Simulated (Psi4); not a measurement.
# CH6Al− ([AlMeH3]-): MP2/def2-TZVPD (density fitting for correlation, ints tolerance 1e-12, sweep point 6)

What is the vertical electron affinity of CH6Al− ([AlMeH3]-) at MP2/def2-TZVPD (density fitting for correlation, ints tolerance 1e-12, sweep point 6)? 

Program for the calculation: Psi4 1.11.

4 further runs of the same task are left out: 4 set aside as unsound or not needed.

### 1 The system as given

CH6Al−: 8 atoms, total charge -1, spin state singlet. SMILES: `[H][Al-]([H])([H])[CH3]`. The shape comes from GFN2-xTB, which is rough for such elements, and wasn't checked as a minimum.

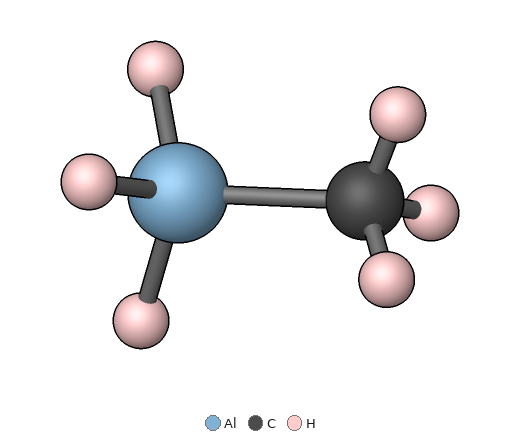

The structure, seen from a chosen angle (aluminium light blue, carbon dark grey, hydrogen pink).

### 2 The energy at MP2/def2-TZVPD (density fitting for correlation, ints tolerance 1e-12, sweep point 6)

calc.inp

```
memory 1600 mb

molecule {
  -1 1
  Al    -0.00553690     0.00610382    -1.86440379
  C      0.00238105    -0.00784236     2.00807967
  H     -1.89503626     0.11389379     2.84870544
  H      1.06521972     1.57597490     2.83800959
  H      0.85054683    -1.71817679     2.83298292
  H      2.88912668    -0.02825141    -2.89145105
  H     -1.41814497     2.53599356    -2.87393328
  H     -1.48853727    -2.47769551    -2.89798950
  units bohr
  symmetry c1
}

set {
  puream          true
  scf_type        direct
  num_frozen_docc 6
  ints_tolerance  1e-12
  maxiter         60
}

result = energy("mp2/def2-TZVPD")
```

Run with:

```console
$ psi4 -n 1 calc.inp calc.out
```

calc.out (excerpt; [...] marks lines left out):

```text
[...]
  Running in c1 symmetry.
[...]
  Nuclear repulsion =   55.212214564864695
[...]
  Multiplicity = 1
[...]
  Nalpha       = 13
  Nbeta        = 13
[...]
    Number of basis functions: 134
[...]
   @DF-RHF iter   1:  -283.17796943682885   -8.24855e-01   3.36712e-03 ADIIS/DIIS
[...]
   @RHF iter  15:  -283.30194088609039   -3.92220e-12   3.46339e-09 DIIS
[...]
    Orbital Energies [Eh]
    ---------------------
    Doubly Occupied:
       1A    -58.211543     2A    -11.004752     3A     -4.627606
       4A     -2.942722     5A     -2.942715     6A     -2.942248
       7A     -0.725002     8A     -0.351938     9A     -0.347082
      10A     -0.346873    11A     -0.197381    12A     -0.197238
      13A     -0.196762
[...]
  @RHF Final Energy:  -283.30194088609039
   => Energetics <=
    Nuclear Repulsion Energy =             55.2122145648646949
    One-Electron Energy =                -506.9605874709677664
    Two-Electron Energy =                 168.4464320200127077
    Total Energy =                       -283.3019408860903923
[...]
 Multipole Moments:
 ------------------------------------------------------------------------------------
     Multipole            Electronic (a.u.)      Nuclear  (a.u.)        Total (a.u.)
 ------------------------------------------------------------------------------------
 L = 1.  Multiply by 2.5417464519 to convert [e a0] to [Debye]
 Dipole X            :         -0.0105472            0.0107855            0.0002383
 Dipole Y            :          0.0030451           -0.0061262           -0.0030812
 Dipole Z            :         -1.1512470            2.2984718            1.1472248
 Magnitude           :                                                    1.1472290
[...]
```

It took 7.8 s on 1 thread of Intel Xeon 6975P-C (Granite Rapids), shared host; peak memory 0.25 GiB.

### 3 Doublet [CH6Al]2−, same level

input.in

```
memory 1600 MB

molecule mol {
  -2 2
  Al    -0.00553690     0.00610382    -1.86440379
  C      0.00238105    -0.00784236     2.00807967
  H     -1.89503626     0.11389379     2.84870544
  H      1.06521972     1.57597490     2.83800959
  H      0.85054683    -1.71817679     2.83298292
  H      2.88912668    -0.02825141    -2.89145105
  H     -1.41814497     2.53599356    -2.87393328
  H     -1.48853727    -2.47769551    -2.89798950
  units bohr
  symmetry c1
}

set globals {
  basis           def2-TZVPD
  reference       uhf
  puream          true
  scf_type        direct
  num_frozen_docc 6
  ints_tolerance  1e-12
  maxiter         100
}

E = energy("mp2")
print_variables()
```

Run with:

```console
$ psi4 -i input.in -o input.out -n 1
```

input.out (excerpt; [...] marks lines left out):

```text
[...]
  Running in c1 symmetry.
[...]
  Nuclear repulsion =   55.212214564864695
[...]
  Multiplicity = 2
[...]
  Nalpha       = 14
  Nbeta        = 13
[...]
    Number of basis functions: 134
[...]
   @DF-UHF iter   1:  -282.83676460820914   -4.83650e-01   4.14691e-03 ADIIS/DIIS
[...]
   @UHF iter  28:  -283.12093949337759   -3.18380e-10   9.31513e-09 DIIS
[...]
   @S^2 Observed:                7.502470498E-01
[...]
    Orbital Energies [Eh]
    ---------------------
    Alpha Occupied:
       1A    -58.085816     2A    -10.893749     3A     -4.502355
       4A     -2.817048     5A     -2.817041     6A     -2.816915
       7A     -0.615177     8A     -0.236799     9A     -0.236585
      10A     -0.230140    11A     -0.082139    12A     -0.071389
      13A     -0.071259    14A      0.180203
    Alpha Virtual:
      15A      0.292988    16A      0.346304    17A      0.346331
      18A      0.357691    19A      0.357748    20A      0.363813
      21A      0.391795    22A      0.391853    23A      0.440803
      24A      0.440911    25A      0.448411    26A      0.493437
[...]
  @UHF Final Energy:  -283.12093949337759
   => Energetics <=
    Nuclear Repulsion Energy =             55.2122145648646949
    One-Electron Energy =                -509.9032769396619074
    Two-Electron Energy =                 171.5701228814196213
    Total Energy =                       -283.1209394933775911
  UHF NO Occupations:
  HONO-2 :   12  A 1.9999673
  HONO-1 :   13  A 1.9999585
[...]
 Multipole Moments:
 ------------------------------------------------------------------------------------
     Multipole            Electronic (a.u.)      Nuclear  (a.u.)        Total (a.u.)
 ------------------------------------------------------------------------------------
 L = 1.  Multiply by 2.5417464519 to convert [e a0] to [Debye]
 Dipole X            :         -0.0007770            0.0107855            0.0100085
 Dipole Y            :         -0.0093503           -0.0061262           -0.0154765
 Dipole Z            :          2.0915904            2.2984718            4.3900622
 Magnitude           :                                                    4.3901009
[...]
```

Wall time 14 s (1 thread of Intel Xeon 6975P-C (Granite Rapids), shared host); peak memory 0.25 GiB.

### 4 Outcome

At MP2/def2-TZVPD (density fitting for correlation, ints tolerance 1e-12, sweep point 6), 6 core orbitals frozen:

| quantity | value |
| --- | --- |
| singlet CH6Al−: total energy | -283.59339 Eh |
| singlet CH6Al−: HOMO energy (Hartree–Fock orbitals) | -5.35 eV |
| singlet CH6Al−: LUMO energy (Hartree–Fock orbitals) | 4.94 eV |
| singlet CH6Al−: HOMO–LUMO gap (to an unbound level, set by the basis) | 10.30 eV |
| singlet CH6Al−: correlation energy (6 core orbitals frozen) | -291.4 mEh |
| doublet [CH6Al]2−: total energy | -283.41818 Eh |
| doublet [CH6Al]2−: HOMO energy (Hartree–Fock orbitals) (highest over α and β) | 4.90 eV |
| doublet [CH6Al]2−: LUMO energy (Hartree–Fock orbitals) (lowest over α and β) | 7.97 eV |
| doublet [CH6Al]2−: correlation energy (6 core orbitals frozen) | -297.2 mEh |
| doublet [CH6Al]2−: ⟨S²⟩ of the reference determinant | 0.750 |
| vertical electron affinity (to the doublet dianion) | -4.768 eV |

What this shows: The dianion lies 4.77 eV (110 kcal/mol) above the anion: the electron isn't bound at this level, and such a value depends on the basis. The HOMO (doublet [CH6Al]2−) lies at positive energy, 4.90 eV: the electron is unbound at this level or held by a compact basis; values depend on the basis.
